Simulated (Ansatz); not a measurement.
# Cs3Tl, from a guessed structure to a relaxed one

Starting from a made-up structure for Cs3Tl, the aim is the relaxed cell, its shortest contacts and, where a second run follows, its electronic structure.

Calculated with Ansatz 0.2.0; DFT, PBE, plane-wave PAW, files of the set soft_1, scalar-relativistic, no spin, cell and ions relaxed at zero pressure; PAW set soft_1.

### 1. The structure

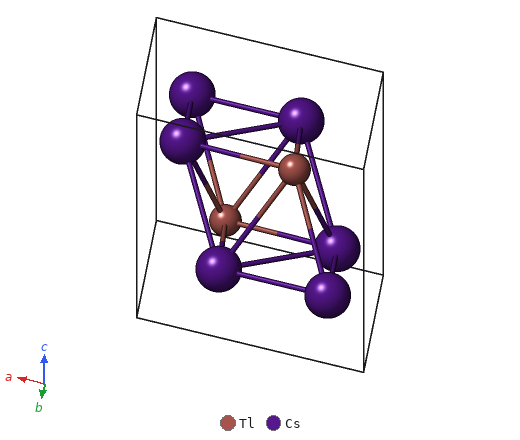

The starting structure, seen from a free direction (thallium brown, caesium purple).

Coordinates:

```cif
data_structure
_symmetry_space_group_name_H-M 'P6_3/mmc'
_symmetry_Int_Tables_number 194
_cell_length_a 10.0130
_cell_length_b 10.0130
_cell_length_c 7.9270
_cell_angle_alpha 90.000
_cell_angle_beta 90.000
_cell_angle_gamma 120.000
_cell_volume 688.28
loop_
_atom_site_label
_atom_site_type_symbol
_atom_site_symmetry_multiplicity
_atom_site_Wyckoff_symbol
_atom_site_fract_x
_atom_site_fract_y
_atom_site_fract_z
_atom_site_occupancy
Tl1 Tl 2 d 0.66667 0.33333 0.25000 1
Cs1 Cs 6 h 0.34680 0.17340 0.75000 1
```

### 2. Relaxation of the guess

The guessed cell has no reason to be at equilibrium. It is relaxed with the atoms, within the space group of the guess.

File input.yaml:

```yaml
crystal:
  lattice:
    - [10.013, 0.0, 0.0]
    - [-5.0065, 8.671512368, 0.0]
    - [0.0, 0.0, 7.927]
  atoms:
    - { symbol: Tl, position: [0.666666667, 0.333333333, 0.25] }
    - { symbol: Tl, position: [0.333333333, 0.666666667, 0.75] }
    - { symbol: Cs, position: [0.34679999, 0.173399995, 0.75] }
    - { symbol: Cs, position: [0.826600005, 0.173399995, 0.75] }
    - { symbol: Cs, position: [0.826600005, 0.65320001, 0.75] }
    - { symbol: Cs, position: [0.65320001, 0.826600005, 0.25] }
    - { symbol: Cs, position: [0.173399995, 0.826600005, 0.25] }
    - { symbol: Cs, position: [0.173399995, 0.34679999, 0.25] }
kpoints:
  mp_grid: { grid: [3, 3, 4] }
scf:
  occupations: { method: fermi_dirac, width: 0.05 }
hamiltonian:
  xc: pbe
  pseudopotentials: { kind: paw, azcp: { folder: soft_1 } }
relax:
  f_tol: 0.015
  max_steps: 70
  cell: {}
output:
  forces: true
  stress: true
```

Run with:

```
$ ansatz run input.yaml --threads 4 --pin off --max-ram 10240MiB --backend cpu --events-out ev --progress --plain --runs-dir out
```

Numbers of over 12 decimals in the logs are rounded to 6 here.

Output:

```text
Engine: ansatz 0.2.0, aarch64-unknown-linux-gnu
Pseudopotentials: kind: paw
Pseudopotential: Tl, paw, valence charge 13, recommended cutoff 420 eV (normal), soft_1/Tl.paw.azcp
Pseudopotential: Cs, paw, valence charge 9, recommended cutoff 420 eV (normal), soft_1/Cs.paw.azcp
Functional definition: PBE
  parameter kappa = 0.804
  parameter beta = 0.066725
  exchange = pbe_x(kappa = kappa, mu = beta*pi^2/3)
  correlation = pbe_c(beta = beta)
Crystal: 8 atoms, lattice volume = 688.284 Å³
Basis set: ecut = 420 eV, 13491 PW (Γ), exchange–correlation on 144×144×108 points (8 copies of the dense FFT grid, shifted against one another)
Bands: 48, of which v1, the nominal top of the filled ones, is band 40 counted from 1 (39 counted from 0)
Symmetry: 24 space group operations
Space group: P63/mmc (ITA 194), of the structure as read, at distance tolerance 8.8e-5 Å
k-points: 9 of 36
Non-local potential: Tl, projectors of the file, l = 0: 2, l = 1: 2, l = 2: 2, l = 3: 1
Non-local potential: Cs, projectors of the file, l = 0: 3, l = 1: 2, l = 2: 2, l = 3: 2
PAW form: soft (Blöchl's): semilocal exchange-correlation on the pseudo side does not see the compensation charge
PAW one-centre angular grid: Tl, 590 points (default); XC on 64 Gauss nodes
PAW one-centre angular grid: Cs, 194 points (default); XC on 64 Gauss nodes
Initial density: superposition of atomic densities (chi_scale 0.1, normalization cell, long waves kept (reshape's long-wave potential 0.05 eV rms))
Initial wavefunctions: pseudopotential atomic-orbital guess
Functional: x = pbe(κ = 0.804, μ = 0.219515), c = pbe(β = 0.066725)
SCF iter   1: F=—  HF=-56919.559653 eV  |F-HF|=—  |Δ(HF+E_count)|=         —  Δρ=1.76e-2  dr2=8.44e0  ethr=3.10e-3  ⟨swp⟩=11.3  Hψ=2124  notcnv=0
preconditioner: auto → Kerker (q_TF=auto, 1.906 Å⁻¹)  [metal: Δε(μ)=0.024 eV  Ē_g=9.509 eV  σ=0.050 eV  W_gap=0.12  n_scr=70 (ndim 8)  ℏωp=11.7 eV  f_vac=0.000  D(μ)=11.01/eV (n_scr^D=58)]
SCF iter   2: F=—  HF=-56917.879694 eV  |F-HF|=—  |Δ(HF+E_count)|=    1.68e0  Δρ=7.95e-3  dr2=2.33e0  ethr=3.10e-3  ⟨swp⟩=2.9  Hψ=740  notcnv=0
SCF iter   3: F=—  HF=-56917.350295 eV  |F-HF|=—  |Δ(HF+E_count)|=   5.29e-1  Δρ=1.70e-3  dr2=6.79e-2  ethr=2.91e-3  ⟨swp⟩=3.0  Hψ=561  notcnv=0
SCF iter   4: F=—  HF=-56917.349021 eV  |F-HF|=—  |Δ(HF+E_count)|=   1.27e-3  Δρ=7.69e-4  dr2=3.56e-2  ethr=8.49e-5  ⟨swp⟩=3.9  Hψ=917  notcnv=0
SCF iter   5: F=—  HF=-56917.347112 eV  |F-HF|=—  |Δ(HF+E_count)|=   1.91e-3  Δρ=3.61e-4  dr2=3.81e-3  ethr=4.45e-5  ⟨swp⟩=2.0  Hψ=466  notcnv=0
SCF iter   6: F=—  HF=-56917.346723 eV  |F-HF|=—  |Δ(HF+E_count)|=   3.89e-4  Δρ=1.50e-4  dr2=7.14e-4  ethr=4.76e-6  ⟨swp⟩=2.1  Hψ=516  notcnv=0
SCF iter   7: F=—  HF=-56917.346605 eV  |F-HF|=—  |Δ(HF+E_count)|=   1.18e-4  Δρ=3.01e-5  dr2=2.76e-5  ethr=8.92e-7  ⟨swp⟩=3.0  Hψ=792  notcnv=0
SCF iter   8: F=—  HF=-56917.346617 eV  |F-HF|=—  |Δ(HF+E_count)|=   1.24e-5  Δρ=1.09e-5  dr2=3.49e-6  ethr=3.46e-8  ⟨swp⟩=2.9  Hψ=825  notcnv=0
SCF iter   9: F=—  HF=-56917.346618 eV  |F-HF|=—  |Δ(HF+E_count)|=   7.43e-7  Δρ=5.89e-6  dr2=1.66e-6  ethr=4.36e-9  ⟨swp⟩=2.4  Hψ=744  notcnv=0
SCF iter  10: F=-56917.346618 eV  HF=-56917.346618 eV  |F-HF|=1.45e-8  |Δ(HF+E_count)|=   2.19e-7  Δρ=1.22e-6  dr2=4.95e-8  ethr=1.25e-10  ⟨swp⟩=4.4  Hψ=1704  notcnv=0
SCF 1 converged in 10 iterations: F = -56917.346618 eV  dr2 = 4.95e-8
  greatest PAW one-centre occupation: 0.963 electrons in one spin orbital (limit 2), on the Tl atom at site 1 (counted from 0), in its partial waves of l = 2
relax step   1: F+E_penalty+E_count = -56917.34661777 eV  Δ(F+E_penalty+E_count) = +0.000e0 eV  max|allowed force component| = 1.185e-1 eV/Å  Δτ_max = 0.0000 Å  P = -0.341 GPa  Ω = 688.284 Å³  (10 SCF iters, dr2 threshold 1.00e-7 eV, accepted)
Crystal: 8 atoms, lattice volume = 679.304 Å³
Basis set: ecut = 420 eV, 13275 PW (Γ), exchange–correlation on 144×144×108 points (8 copies of the dense FFT grid, shifted against one another)
Initial density: handed on by an earlier stage of this run
Initial wavefunctions: those handed on with the density
iter 1 solved again at ethr=6.07e-6 eV; its pass at ethr=3.10e-3 eV (dr2=4.86e-3 eV) is discarded
SCF iter   1: F=—  HF=-56917.381166 eV  |F-HF|=—  |Δ(HF+E_count)|=         —  Δρ=2.75e-4  dr2=4.28e-3  ethr=6.07e-6  ⟨swp⟩=2.2  Hψ=2087  notcnv=0
preconditioner: auto → Kerker (q_TF=auto, 1.910 Å⁻¹)  [metal: Δε(μ)=0.047 eV  Ē_g=10.157 eV  σ=0.050 eV  W_gap=0.23  n_scr=70 (ndim 8)  ℏωp=11.7 eV  f_vac=0.001  D(μ)=13.58/eV (n_scr^D=70)]
SCF iter   2: F=—  HF=-56917.380767 eV  |F-HF|=—  |Δ(HF+E_count)|=   4.00e-4  Δρ=1.71e-4  dr2=2.04e-3  ethr=5.35e-6  ⟨swp⟩=1.0  Hψ=432  notcnv=0
SCF iter   3: F=—  HF=-56917.380464 eV  |F-HF|=—  |Δ(HF+E_count)|=   3.03e-4  Δρ=4.47e-5  dr2=4.49e-5  ethr=2.56e-6  ⟨swp⟩=2.1  Hψ=490  notcnv=0
SCF iter   4: F=—  HF=-56917.380470 eV  |F-HF|=—  |Δ(HF+E_count)|=   5.98e-6  Δρ=2.13e-5  dr2=6.02e-6  ethr=5.62e-8  ⟨swp⟩=2.1  Hψ=684  notcnv=0
SCF iter   5: F=—  HF=-56917.380471 eV  |F-HF|=—  |Δ(HF+E_count)|=   1.42e-6  Δρ=6.23e-6  dr2=1.86e-6  ethr=7.53e-9  ⟨swp⟩=3.0  Hψ=883  notcnv=0
SCF iter   6: F=-56917.380471 eV  HF=-56917.380471 eV  |F-HF|=2.15e-8  |Δ(HF+E_count)|=   4.89e-8  Δρ=2.56e-6  dr2=1.35e-7  ethr=1.00e-9  ⟨swp⟩=5.1  Hψ=1451  notcnv=0
SCF 2 converged in 6 iterations: F = -56917.380471 eV  dr2 = 1.35e-7
relax step   2: F+E_penalty+E_count = -56917.38047117 eV  Δ(F+E_penalty+E_count) = -3.385e-2 eV  max|allowed force component| = 9.651e-2 eV/Å  Δτ_max = 0.0232 Å  P = -0.324 GPa  Ω = 679.304 Å³  energy of the carried Pulay correction = +7.373e-5 eV  (6 SCF iters, dr2 threshold 8.00e-7 eV, accepted)
Crystal: 8 atoms, lattice volume = 605.598 Å³
Basis set: ecut = 420 eV, 11887 PW (Γ), exchange–correlation on 144×144×108 points (8 copies of the dense FFT grid, shifted against one another)
iter 1 solved again at ethr=1.26e-4 eV; its pass at ethr=3.10e-3 eV (dr2=1.01e-1 eV) is discarded
SCF iter   1: F=—  HF=-56917.533678 eV  |F-HF|=—  |Δ(HF+E_count)|=         —  Δρ=1.83e-3  dr2=1.00e-1  ethr=1.26e-4  ⟨swp⟩=2.2  Hψ=2589  notcnv=0
preconditioner: auto → Kerker (q_TF=auto, 1.947 Å⁻¹)  [metal: Δε(μ)=0.043 eV  Ē_g=10.085 eV  σ=0.050 eV  W_gap=0.20  n_scr=70 (ndim 8)  ℏωp=12.4 eV  f_vac=0.001  D(μ)=14.74/eV (n_scr^D=82)]
SCF iter   2: F=—  HF=-56917.522304 eV  |F-HF|=—  |Δ(HF+E_count)|=   1.14e-2  Δρ=1.12e-3  dr2=5.11e-2  ethr=1.25e-4  ⟨swp⟩=1.0  Hψ=432  notcnv=0
SCF iter   3: F=—  HF=-56917.514529 eV  |F-HF|=—  |Δ(HF+E_count)|=   7.78e-3  Δρ=2.80e-4  dr2=3.77e-3  ethr=6.39e-5  ⟨swp⟩=2.0  Hψ=481  notcnv=0
SCF iter   4: F=—  HF=-56917.514354 eV  |F-HF|=—  |Δ(HF+E_count)|=   1.75e-4  Δρ=1.41e-4  dr2=2.00e-4  ethr=4.71e-6  ⟨swp⟩=2.9  Hψ=746  notcnv=0
SCF iter   5: F=—  HF=-56917.514415 eV  |F-HF|=—  |Δ(HF+E_count)|=   6.18e-5  Δρ=3.35e-5  dr2=5.11e-5  ethr=2.50e-7  ⟨swp⟩=2.0  Hψ=694  notcnv=0
SCF iter   6: F=—  HF=-56917.514412 eV  |F-HF|=—  |Δ(HF+E_count)|=   3.77e-6  Δρ=1.45e-5  dr2=4.57e-6  ethr=6.39e-8  ⟨swp⟩=2.6  Hψ=670  notcnv=0
SCF iter   7: F=-56917.514413 eV  HF=-56917.514413 eV  |F-HF|=4.07e-8  |Δ(HF+E_count)|=   9.73e-7  Δρ=4.04e-6  dr2=4.16e-7  ethr=7.28e-10  ⟨swp⟩=3.8  Hψ=1847  notcnv=0
SCF 3 converged in 7 iterations: F = -56917.514413 eV  dr2 = 4.16e-7
relax step   3: F+E_penalty+E_count = -56917.51441260 eV  Δ(F+E_penalty+E_count) = -1.339e-1 eV  max|allowed force component| = 1.986e-2 eV/Å  Δτ_max = 0.1083 Å  P = -0.078 GPa  Ω = 605.598 Å³  energy of the carried Pulay correction = +7.176e-4 eV  (7 SCF iters, dr2 threshold 5.82e-7 eV, accepted)
[...]
relax step   4: F+E_penalty+E_count = -56917.52301450 eV  Δ(F+E_penalty+E_count) = -8.602e-3 eV  max|allowed force component| = 1.446e-2 eV/Å  Δτ_max = 0.0005 Å  P = +0.019 GPa  Ω = 585.163 Å³  energy of the carried Pulay correction = +9.093e-4 eV  (7 SCF iters, dr2 threshold 9.98e-8 eV, accepted)
[...]
relax step   5: F+E_penalty+E_count = -56917.52481267 eV  Δ(F+E_penalty+E_count) = -1.798e-3 eV  max|allowed force component| = 2.263e-3 eV/Å  Δτ_max = 0.0084 Å  P = +0.020 GPa  Ω = 584.926 Å³  energy of the carried Pulay correction = +9.116e-4 eV  (7 SCF iters, dr2 threshold 1.08e-8 eV, accepted)
[...]
relax step   6: F+E_penalty+E_count = -56917.52663877 eV  Δ(F+E_penalty+E_count) = -1.826e-3 eV  max|allowed force component| = 1.146e-2 eV/Å  Δτ_max = 0.0002 Å  P = +0.016 GPa  Ω = 586.208 Å³  energy of the carried Pulay correction = +8.994e-4 eV  (9 SCF iters, accepted)
[...]
relax step   7: F+E_penalty+E_count = -56917.52831313 eV  Δ(F+E_penalty+E_count) = -1.674e-3 eV  max|allowed force component| = 1.117e-2 eV/Å  Δτ_max = 0.0104 Å  P = +0.008 GPa  Ω = 589.426 Å³  energy of the carried Pulay correction = +8.688e-4 eV  (9 SCF iters, accepted)
[...]
relax step   8: F+E_penalty+E_count = -56917.52877138 eV  Δ(F+E_penalty+E_count) = -4.582e-4 eV  max|allowed force component| = 3.828e-3 eV/Å  Δτ_max = 0.0103 Å  P = +0.002 GPa  Ω = 591.720 Å³  energy of the carried Pulay correction = +8.471e-4 eV  (9 SCF iters, accepted)
Basis set: ecut = 420 eV, 11569 PW (Γ), exchange–correlation on 144×144×100 points (8 copies of the dense FFT grid, shifted against one another)
Initial wavefunctions: pseudopotential atomic-orbital guess (no wavefunctions were taken with the density)
iter 1 solved again at ethr=2.50e-7 eV; its pass at ethr=3.10e-3 eV (dr2=2.00e-4 eV) is discarded
SCF iter   1: F=—  HF=-56917.528291 eV  |F-HF|=—  |Δ(HF+E_count)|=         —  Δρ=3.54e-5  dr2=1.09e-6  ethr=2.50e-7  ⟨swp⟩=4.8  Hψ=3372  notcnv=0
preconditioner: auto → Kerker (q_TF=auto, 1.955 Å⁻¹)  [metal: Δε(μ)=0.046 eV  Ē_g=10.133 eV  σ=0.050 eV  W_gap=0.22  n_scr=70 (ndim 8)  ℏωp=12.6 eV  f_vac=0.001  D(μ)=15.96/eV (n_scr^D=118)]
SCF iter   2: F=—  HF=-56917.528067 eV  |F-HF|=—  |Δ(HF+E_count)|=   2.24e-4  Δρ=1.82e-5  dr2=2.54e-7  ethr=1.36e-9  ⟨swp⟩=2.8  Hψ=804  notcnv=0
SCF iter   3: F=—  HF=-56917.528069 eV  |F-HF|=—  |Δ(HF+E_count)|=   1.34e-6  Δρ=2.41e-6  dr2=1.05e-8  ethr=3.17e-10  ⟨swp⟩=2.0  Hψ=750  notcnv=0
SCF iter   4: F=—  HF=-56917.528069 eV  |F-HF|=—  |Δ(HF+E_count)|=   2.71e-8  Δρ=2.40e-7  dr2=2.55e-9  ethr=1.32e-11  ⟨swp⟩=2.4  Hψ=767  notcnv=0
SCF iter   5: F=-56917.528069 eV  HF=-56917.528069 eV  |F-HF|=7.28e-12  |Δ(HF+E_count)|=  1.60e-10  Δρ=7.28e-8  dr2=6.13e-11  ethr=1.00e-12  ⟨swp⟩=4.8  Hψ=1898  notcnv=0
SCF 9 converged in 5 iterations: F = -56917.528069 eV  dr2 = 6.13e-11
relax step   9: F+E_penalty+E_count = -56917.52806873 eV  Δ(F+E_penalty+E_count) = +7.026e-4 eV  max|allowed force component| = 3.792e-3 eV/Å  Δτ_max = 0.0000 Å  P = +0.002 GPa  Ω = 591.720 Å³  stress off target by 4.47e-3 GPa  SCF on the basis re-selected at this cell (its energy is not comparable with the rows above)  (5 SCF iters)
basis re-selected at this cell: Δ(F+E_penalty+E_count) = +7.026e-4 eV, ΔP = -0.001 GPa vs the last step (what re-selecting the basis moved, of the pressure what is left beyond the Pulay correction that the steps carried, after the strain that the cell walked since its last selection, with what the two solves' SCF thresholds leave and, on support functions, any second-order correction that the steps lacked; it is no measure of the basis error at this ecutwfc). The dense FFT grid was sized anew with the basis: this SCF ran on 72×72×50 points, the steps before it on 72×72×54, so part of this shift can come from that change (see relax.cell in the input reference). [rest of the remark cut]
SCF converged after 5 iterations
Free energy (F): -56917.528069 eV
Harris-Foulkes:  -56917.528069 eV  (|F-HF|=7.28e-12)
Internal energy: -56917.400514 eV  (E = F + TS)
E sigma→0 (E₀):  -56917.464291 eV
Entropy (-TS):   -0.127555 eV (-15.944 meV/atom)
Fermi energy:    3.985515 eV
--- Per-component energies (eV) ---
  E_band       = -600.302354
  E_kinetic    = 1389.236075
  E_local      = -4717.075405  (includes V_loc(G=0)·N_el)
  E_nonlocal   = 766.291937
  E_hartree    = 1773.517723
  E_xc         = -1442.429689
  E_vxc        = -1063.106600  (∫ρ·V_xc dr)
  E_paw        = -50732.555621  (= ΣΔE_a)
  E_vpaw       = -522.683565  (= ΣTr[D̂ρ^β])
  E_aug_tail   = -0.000104  (compensation charges beyond the density's cutoff)
  E_ewald      = -3954.385429
  E_smearing   = -0.127555  (= −TS)
  E_closure    = 0.000000  (closes the sum)
  Σ components = -56917.528069   (vs F -56917.528069, Δ=0.00e0)
--- Forces (eV/Å), atoms counted from 1 ---
  atom   1  Tl     0.00000000    -0.00000000     0.00000000
  atom   2  Tl     0.00000000     0.00000000     0.00000000
  atom   3  Cs     0.00328357     0.00189577     0.00000000
  atom   4  Cs    -0.00328357     0.00189577     0.00000000
  atom   5  Cs     0.00000000    -0.00379154     0.00000000
  atom   6  Cs    -0.00328357    -0.00189577     0.00000000
  atom   7  Cs     0.00328357    -0.00189577     0.00000000
  atom   8  Cs     0.00000000     0.00379154     0.00000000
  max |Σ_I F_I| component: 1.47e-17 eV/Å
--- Stress (GPa, compression-positive) ---
        0.000173       0.000000       0.000000
        0.000000       0.000173       0.000000
        0.000000       0.000000       0.004471
  P = ⅓ Tr σ = 0.0016 GPa (0.016 kbar)
--- Relaxed structure (8 steps of the walk, 8 accepted, 1 SCFs on fresh bases) ---
  F+E_penalty+E_count = -56917.52806873 eV   max|allowed force component| = 3.792e-3 eV/Å   (the final SCF, on the basis selected at the relaxed cell)
  cell:  # Å, volume = 591.7202 Å³
    - [9.751502, 0.0, 0.0]
    - [-4.875751, 8.445049, 0.0]
    - [0.0, 0.0, 7.185264]
  atoms:
    - { symbol: Tl, position: [0.666667, 0.333333, 0.250000] }
    - { symbol: Tl, position: [0.333333, 0.666667, 0.75] }
    - { symbol: Cs, position: [0.363349, 0.181674, 0.75] }
    - { symbol: Cs, position: [0.818326, 0.181674, 0.75] }
    - { symbol: Cs, position: [0.818326, 0.636651, 0.75] }
    - { symbol: Cs, position: [0.636651, 0.818326, 0.250000] }
    - { symbol: Cs, position: [0.181674, 0.818326, 0.250000] }
    - { symbol: Cs, position: [0.181674, 0.363349, 0.250000] }
```

It took 55 s on 4 threads of Arm Neoverse V1, shared host; peak memory 1.4 GiB.

The steps of the relaxation:

```
step  energy less that of the first step (eV)  largest force component (eV/Å)  pressure (GPa)  volume (Å³)
   1                                   0.0000                          0.1185           -0.34       688.28
   2                                  -0.0339                          0.0965           -0.32       679.30
   3                                  -0.1678                          0.0199           -0.08       605.60
   4                                  -0.1764                          0.0145            0.02       585.16
   5                                  -0.1782                          0.0023            0.02       584.93
   6                                  -0.1800                          0.0115            0.02       586.21
   7                                  -0.1817                          0.0112            0.01       589.43
   8                                  -0.1822                          0.0038            0.00       591.72
  9*                                  -0.1815                          0.0038            0.00       591.72
```

Relaxation steps marked * repeat the geometry before them on a plane-wave basis chosen anew for their cell, so energy and pressure can jump there.

The run keeps the 24 symmetry operations that it works with, so distortions that break them were not tested.

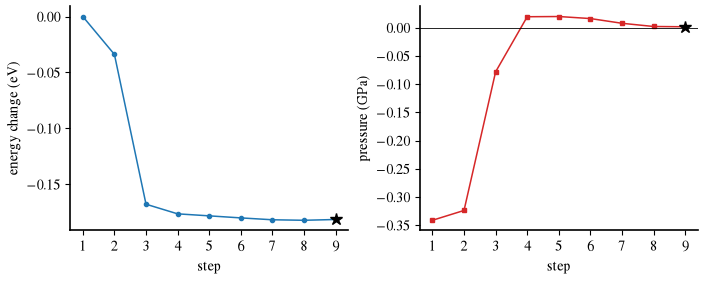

Energy and pressure along the relaxation. Stars mark steps on a basis chosen anew.

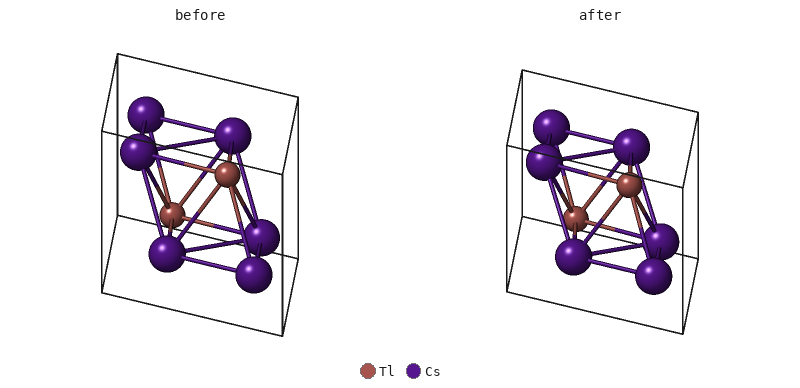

Before and after, at one scale.

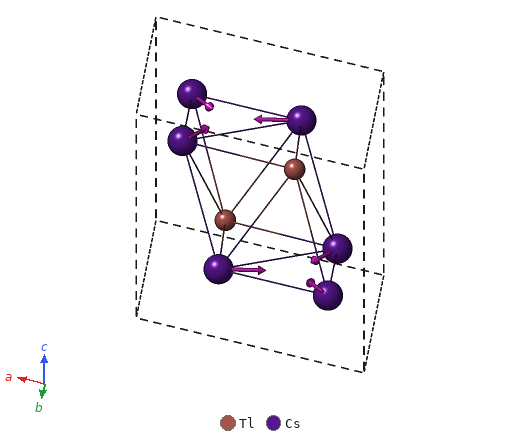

Displacements in the relaxation, exaggerated, measured against the changing cell; the longest in the cell stands for 0.14 Å.

```
conventional cell, symmetrised  before  after   change
                         a (Å)  10.013  9.752   -2.6 %
                         b (Å)  10.013  9.752   -2.6 %
                         c (Å)   7.927  7.185   -9.4 %
              volume (Å³/atom)   86.04  73.97  -14.0 %
```

The atoms that moved most (Å, as changes of fractional coordinates times the final cell):

```
atom      dx      dy     dz  length
 Cs4  -0.121   0.070  0.000   0.140
 Cs5   0.000  -0.140  0.000   0.140
 Cs8   0.000   0.140  0.000   0.140
 Cs3   0.121   0.070  0.000   0.140
 Cs7   0.121  -0.070  0.000   0.140
 Cs6  -0.121  -0.070  0.000   0.140
```

The relaxed structure:

```cif
data_structure
_symmetry_space_group_name_H-M 'P 1'
_symmetry_Int_Tables_number 1
_cell_length_a 9.7515
_cell_length_b 9.7515
_cell_length_c 7.1853
_cell_angle_alpha 90.000
_cell_angle_beta 90.000
_cell_angle_gamma 120.000
_cell_volume 591.72
loop_
_atom_site_label
_atom_site_type_symbol
_atom_site_fract_x
_atom_site_fract_y
_atom_site_fract_z
_atom_site_occupancy
Tl1 Tl 0.66667 0.33333 0.25000 1
Tl2 Tl 0.33333 0.66667 0.75000 1
Cs3 Cs 0.36335 0.18167 0.75000 1
Cs4 Cs 0.81833 0.18167 0.75000 1
Cs5 Cs 0.81833 0.63665 0.75000 1
Cs6 Cs 0.63665 0.81833 0.25000 1
Cs7 Cs 0.18167 0.81833 0.25000 1
Cs8 Cs 0.18167 0.36335 0.25000 1
```

This step gave:

| Item | Value |
| --- | --- |
| free energy | -56917.5281 eV |
| energy at zero smearing | -56917.4643 eV |
| smearing term TS | 0.1276 eV |
| Fermi energy | 3.986 eV |
| electrons | 80 |
| symmetry operations | 24 |
| pressure | 0.001606 GPa |

The shortest distance of each pair, which need not be the same contact before and after:

```
 pair  guess (Å)  relaxed (Å)
Cs–Tl      4.838        4.412
Cs–Cs      4.804        4.437
```

The relaxation ends with a largest force component of 0.0038 eV/Å and a pressure of 0.00 GPa.

### 3. Results

```yaml
space_group_relaxed: P6_3/mmc
conventional_cell: a = 9.752, b = 9.752, c = 7.185 Å; α = 90.0°, β = 90.0°, γ = 120.0°
volume_per_atom: 73.97 Å³ (guess 86.04)
```

In words: Cs3Tl relaxes to P6_3/mmc with a = 9.752, b = 9.752 and c = 7.185 Å. The guessed volume was 16 % too large. The space group P6_3/mmc was held in the relaxation, so the end point is a stationary structure within it and may be a saddle against distortions or other arrangements. Mesh and cutoff weren't tested. A vector of the cell changed its length by 9 %, more than the volume shows. Spin-orbit coupling is left out, which can matter for elements this heavy. No dispersion term is used, so weakly bound directions may come out too long. Nothing here tests whether the compound is stable against decomposition.

[Logs are printed without paths, hosts, clocks, repeated set-up lines and the standing remarks that a program may print on its own settings, such as how far it seeks lower states.]

[Hosts, paths, dates, database ids (printed as entryN), source tags and the programs' standing remarks are cut or masked in the printed files.]
